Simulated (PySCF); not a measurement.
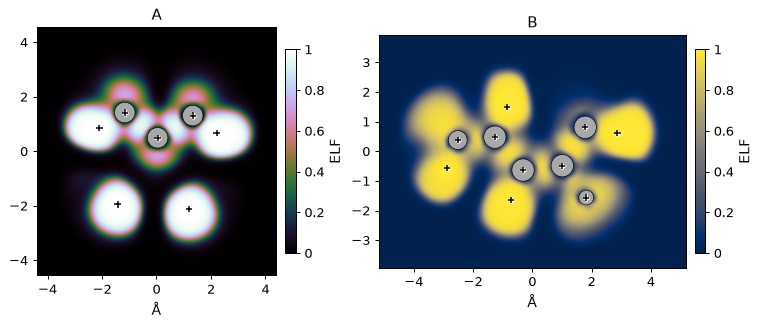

The ELF of 2 systems, each on a plane through atoms (crosses mark nuclei in the plane; grey discs cover the cores).

Theory: PBE0/pcSseg-1, SCF density, gas phase, non-relativistic (PySCF).

System 1: C5H13P, the plane of atoms C2, C3 and H13. Geometry: GFN2-xTB.

```csv
atom,x (Å),y (Å),z (Å)
C,-1.5764,-1.2240,-0.3726
C,-0.7894,-0.0255,0.1474
C,-1.6160,1.2477,-0.0009
P,0.8205,0.1485,-0.8108
C,1.6661,1.3758,0.2928
C,1.6890,-1.3589,-0.1701
H,-2.5298,-1.3060,0.1484
H,-1.7754,-1.1091,-1.4367
H,-1.0276,-2.1511,-0.2241
H,-0.5489,-0.1814,1.2078
H,-2.5771,1.1371,0.5002
H,-1.8002,1.4544,-1.0540
H,-1.1028,2.1033,0.4326
H,1.2709,2.3720,0.1080
H,1.5396,1.1205,1.3447
H,2.7267,1.3823,0.0473
H,1.3175,-2.2450,-0.6794
H,2.7501,-1.2608,-0.3931
H,1.5534,-1.4706,0.9051
```

System 2: C4H4F3N, the plane of atoms N1, C2 and C3. Geometry: GFN2-xTB.

```tsv
atom	x (Å)	y (Å)	z (Å)
N	2.5896	-0.6936	0.0640
C	1.3420	-0.5501	0.1029
C	0.6007	0.6480	-0.2881
C	-0.7240	0.7599	-0.2310
F	-1.3335	1.8989	-0.6100
C	-1.7095	-0.2853	0.2310
F	-1.6128	-1.4124	-0.5146
F	-1.4632	-0.6596	1.5096
H	3.1141	0.1132	-0.2745
H	0.7682	-1.3971	0.4608
H	1.1746	1.4938	-0.6464
H	-2.7451	0.0836	0.1704
```

### Match each panel to its system.

Panel A is system 1, C5H13P: the plane holds C and H. C–C (1.53 Å): the ELF peaks at about 0.95 between the atoms (a shared electron pair). Panel B is system 2, C4H4F3N: the plane holds N, C, F and H. C–N (1.26 Å): the ELF peaks at about 0.90 between the atoms: a multiple bond.
